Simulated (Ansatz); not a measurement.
# wB97M-V/6-31G(d) (spherical functions) run of C4H6 (1,3-butadiene)

Aim: the vertical ionisation energy of C4H6 (1,3-butadiene) at wB97M-V/6-31G* (spherical functions), from 2 runs. 

The calculation is run with Ansatz 0.2.0.

32 further runs of the same task are left out: 32 set aside as unsound or not needed.

### Step 1. The molecule

C4H6: 10 atoms, total charge 0, spin state singlet. As SMILES, `C=CC=C`. The shape is that of a PBE0-D4/def2-TZVP optimisation. This is one conformer, not always the lowest.

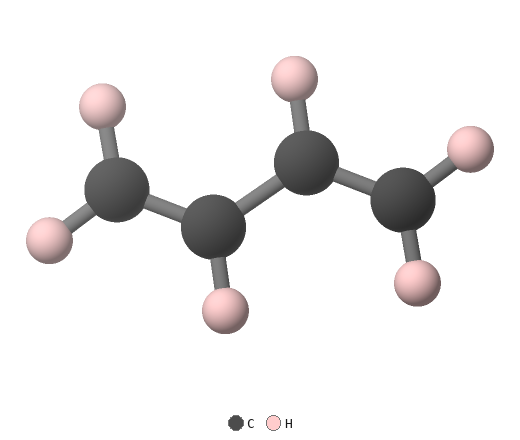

Viewed from a chosen angle; carbon dark grey, hydrogen pink.

### Step 2. A single-point energy at wB97M-V/6-31G(d) (spherical functions)

Contents of job.yaml:

```yaml
crystal:
  periodic: [false, false, false]
  atoms:
    - symbol: C
      position_ang: [-1.238700, 0.817200, -1.071400]
    - symbol: C
      position_ang: [-0.552400, 0.453400, 0.010700]
    - symbol: C
      position_ang: [0.569100, -0.463500, -0.010200]
    - symbol: C
      position_ang: [1.255300, -0.827500, 1.072000]
    - symbol: H
      position_ang: [-0.984700, 0.433100, -2.054200]
    - symbol: H
      position_ang: [-2.072000, 1.506400, -1.011400]
    - symbol: H
      position_ang: [-0.830800, 0.855200, 0.982800]
    - symbol: H
      position_ang: [0.847600, -0.865200, -0.982300]
    - symbol: H
      position_ang: [1.001000, -0.443600, 2.054900]
    - symbol: H
      position_ang: [2.088600, -1.516600, 1.012000]
basis:
  gaussian: {orbitals: 6-31G_st_-spherical.json}
accuracy: high
hamiltonian: {xc: {name: wB97M-V}}
magnetization: {spin_polarized: false, initial_magnetization: 0}
output: {orbitals: {seedname: orbitals}}
```

The basis set 6-31G* is read from a file made from the Basis Set Exchange's data (not shown).

Started as:

```sh
ansatz run job.yaml --threads 1 --pin off --max-ram 3480MiB --events-out events.jsonl --progress --plain --runs-dir runs
```

Log:

```text
Warning: RAYON_NUM_THREADS=1 ignored (pool sized by the plan → 1); use --threads N
Functional definition: wB97M-V
  name "wB97M-V"
  parameter omega = 0.3/bohr
  parameter cx = 0.15
  parameter cx01 = 1.007
  parameter cx10 = 0.259
  parameter css00 = 0.443
  parameter css04 = -1.437
  parameter css10 = -4.535
  parameter css20 = -3.390
  parameter css43 = 4.278
  parameter cos00 = 1.000
  parameter cos10 = 1.358
  parameter cos20 = 2.924
  parameter cos21 = -8.812
  parameter cos60 = -1.390
  parameter cos61 = 9.142
  parameter b = 6.0
  parameter c = 0.01
  gx(w, u) = 1 - cx + cx01*u + cx10*w
  gss(w, u) = css00 + css04*u^4 + css10*w + css20*w^2 + css43*w^4*u^3
  gos(w, u) = cos00 + cos10*w + (cos20 + cos21*u)*w^2 + (cos60 + cos61*u)*w^6
  exchange = spin_sum(e_x_unif_sr(omega)*gx(b97_w, b97_u_x)) + cx*exact_x_sr(omega) + exact_x_lr(omega)
  correlation = spin_sum(e_c_pw_mod_same_spin*gss(b97_w, b97_u_same))
      + integral(e_c_pw_mod_opposite_spin*gos(b97_w_opposite, b97_u_opposite)) + vv10(b, c)
1656 factors; integrals over basis functions are off by at most 3.0e-9 eV
318 factors; integrals over basis functions are off by at most 1.9e-9 eV
mean field evaluation 1: about -4239.8656 eV, gradient 2.9e1 eV
mean field evaluation 2: about -4241.4372 eV, gradient 1.7e1 eV
mean field evaluation 4: about -4242.1306 eV, gradient 1.1e0 eV
mean field evaluation 8: about -4242.1282 eV, gradient 5.9e-3 eV
mean field evaluation 16: about -4242.1282 eV, gradient 1.5e-6 eV
mean field -4242.12823299 eV, -155.8953371446 hartree, gradient 5.9e-8 eV, S^2 0.000000; 0 other end points of the search recorded, 0 dependent functions left out
reference -4242.12823614 eV, -155.8953372602 hartree; 15, 15 occupied and 53, 53 virtual orbitals, 1656 factors
Total energy: -4242.12823614 eV, -155.8953372602 hartree
```

Run time: 41 s. Hardware: 1 thread of Arm Neoverse V2, shared host; peak memory 0.41 GiB.

### Step 3. The doublet cation

Contents of job.yaml:

```yaml
crystal:
  periodic: [false, false, false]
  atoms:
    - {symbol: C, position_ang: [-1.238700, 0.817200, -1.071400]}
    - {symbol: C, position_ang: [-0.552400, 0.453400, 0.010700]}
    - {symbol: C, position_ang: [0.569100, -0.463500, -0.010200]}
    - {symbol: C, position_ang: [1.255300, -0.827500, 1.072000]}
    - {symbol: H, position_ang: [-0.984700, 0.433100, -2.054200]}
    - {symbol: H, position_ang: [-2.072000, 1.506400, -1.011400]}
    - {symbol: H, position_ang: [-0.830800, 0.855200, 0.982800]}
    - {symbol: H, position_ang: [0.847600, -0.865200, -0.982300]}
    - {symbol: H, position_ang: [1.001000, -0.443600, 2.054900]}
    - {symbol: H, position_ang: [2.088600, -1.516600, 1.012000]}
basis:
  gaussian:
    orbitals: 6-31G_st_-spherical.json
total_charge: 1
magnetization:
  spin_polarized: true
  initial_magnetization: 1
hamiltonian:
  xc: {name: wB97M-V}
accuracy: high
output: {orbitals: {seedname: orbitals}}
```

The basis set 6-31G* is read from a file made from the Basis Set Exchange's data (not shown).

Started as:

```sh
ansatz run job.yaml --threads 1 --pin off --max-ram 3480MiB --events-out events.jsonl --progress --plain --runs-dir runs
```

Log (excerpt; [...] marks lines left out):

```text
Warning: RAYON_NUM_THREADS=1 ignored (pool sized by the plan → 1); use --threads N
[... 2 set-up lines as earlier in the session ...]
[...]
  gx(w, u) = 1 - cx + cx01*u + cx10*w
  gss(w, u) = css00 + css04*u^4 + css10*w + css20*w^2 + css43*w^4*u^3
  gos(w, u) = cos00 + cos10*w + (cos20 + cos21*u)*w^2 + (cos60 + cos61*u)*w^6
[...]
      + integral(e_c_pw_mod_opposite_spin*gos(b97_w_opposite, b97_u_opposite)) + vv10(b, c)
1656 factors; integrals over basis functions are off by at most 3.0e-9 eV
318 factors; integrals over basis functions are off by at most 1.9e-9 eV
[...]
mean field -4233.41572481 eV, -155.5751583743 hartree, gradient 9.4e-8 eV, S^2 0.782837; 0 other end points of the search recorded, 0 dependent functions left out
reference -4233.41572787 eV, -155.5751584870 hartree; 15, 14 occupied and 53, 54 virtual orbitals, 1656 factors
Total energy: -4233.41572787 eV, -155.5751584870 hartree
```

Wall time 74 s (1 thread of Arm Neoverse V2, shared host); peak memory 0.8 GiB.

### Step 4. Summary of results

Level: wB97M-V/6-31G* (spherical functions).

```
                                          quantity          value
                        singlet C4H6: total energy  -155.89534 Eh
                         singlet C4H6: HOMO energy       -8.60 eV
                         singlet C4H6: LUMO energy        1.79 eV
                       singlet C4H6: HOMO–LUMO gap       10.39 eV
                      doublet cation: total energy  -155.57516 Eh
doublet cation: HOMO energy (highest over α and β)      -16.05 eV
 doublet cation: LUMO energy (lowest over α and β)       -8.79 eV
                              doublet cation: ⟨S²⟩          0.783
vertical ionisation energy (to the doublet cation)       8.713 eV
```

**Reading.** Removing an electron at fixed nuclei costs 8.71 eV (841 kJ/mol). −ε(HOMO) before ionisation, 8.60 eV, is 0.11 eV below this ionisation energy.
